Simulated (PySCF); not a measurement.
# [Dy(H2O)]2+: how tightly the ligands are held

Aim: take one ligand of each kind off [Dy(H2O)]2+, with both parts rigid, and scan its distance from the metal. The structure is generated, not taken from experiment.

Program: PySCF 2.14.0. Level of theory: PBE0, Dy lcecp-0-SVP with ECP56, O def2-SVP, H def2-SVP; scalar-relativistic core potentials, no spin–orbit coupling. These are calculated values, not measurements.

1 further run of the same task is left out (for a known fault of the program).

## (1) The system as given

4 atoms, charge 2, spin multiplicity 1.

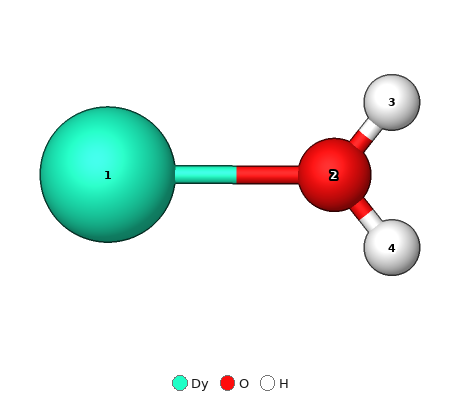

The geometry (dysprosium teal, oxygen red, hydrogen white); atoms are numbered from 1 in the order of the file.

Geometry (Å):

```xyz
4
charge 2, multiplicity 1
Dy    0.0000    0.0000   -0.1063
O     0.0000    0.0000    2.2798
H     0.7665    0.0000    2.8852
H    -0.7665    0.0000    2.8852
```

Formal oxidation states: Dy +2. Each metal's 10 4f electrons lie in its core potential, so multiplicities, spins and levels count the valence alone. An earlier session relaxed this geometry at PBE0, Dy lcecp-0-SVP with ECP56, O def2-SVP, H def2-SVP (singlet, point group C2v).

## (2) H2O taken off

The ligand (atoms 2, 3, 4) keeps its formal charge and a closed shell where it can; ligand and rest are solved at the complex's geometry, in vacuum, with the settings of the relaxation.

```csv
part,charge,state,energy (Eh)
complex,2,singlet,-106.635568
ligand,0,singlet,-76.275960
rest,2,singlet,-30.267249
```

Wall time 0.1 s (2 threads of Intel Xeon Platinum 8488C (Sapphire Rapids), shared host).

## (3) Rigid scan of H2O

Atoms 2, 3, 4 move together along the line from atom 1; the distance is to the donor, the donors' midpoint or the ring centre. Each point starts from the density of the one before.

```csv
distance (Å),energy from the relaxed point (eV)
2.09,0.483
2.19,0.183
2.29,0.039
2.39,0.000
2.49,0.029
2.59,0.101
2.79,0.311
3.09,0.664
3.49,1.079
3.99,1.467
```

It took 5.3 s on 2 threads of Intel Xeon Platinum 8488C (Sapphire Rapids), shared host.

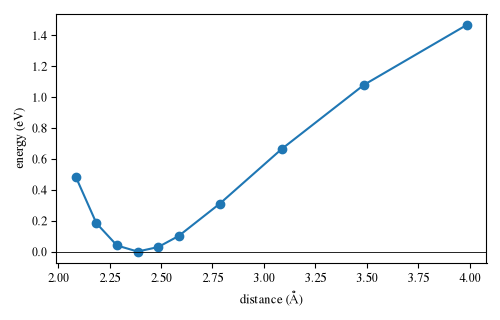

Energy along the rigid scan of H2O.

## (4) Outcome

| quantity | value |
| --- | --- |
| taking off H2O | 2.51 eV |
| stiffness of the H2O contact | 6.8 eV/Å² |

What this shows: Taking off H2O as a fragment of charge +0 costs 2.51 eV. Near 2.39 Å the H2O contact has a stiffness of about 6.8 eV/Å², and the energy stands 1.47 eV higher at 3.99 Å. No counterpoise correction is made, and the parts aren't relaxed; each of these makes the binding look larger. These are double-zeta-type bases without diffuse functions. Spin–orbit coupling is left out.
